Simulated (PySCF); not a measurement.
SMILES O(CB(O)O)[SiH3] at its GFN2-xTB optimised geometry (Å):

```
13

O      1.2721     0.0675    -0.0113
B      0.6509    -1.1258     0.0000
O      1.2826    -2.3204     0.0090
C     -0.9461    -1.1258     0.0000
O     -1.5465     0.1358     0.0000
Si    -0.9521     1.6348    -0.0341
H      2.2288     0.1160    -0.0129
H      2.2416    -2.3157     0.0083
H     -1.3175    -1.6731    -0.8771
H     -1.3200    -1.6733     0.8756
H     -0.1694     2.0011     1.1501
H     -2.2416     2.3204    -0.0352
H     -0.1909     1.9529    -1.2460
```

Level of theory: PySCF with CAM-B3LYP/def2-TZVP.

Map of the Laplacian of the electron density (e/bohr⁵), clipped to [-1.50, 1.50] on the plane z = 0.8 Å:

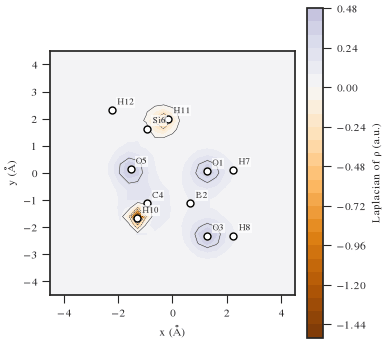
*Laplacian of the electron density (e/bohr⁵), clipped to [-1.50, 1.50] on the plane z = 0.8 Å.*
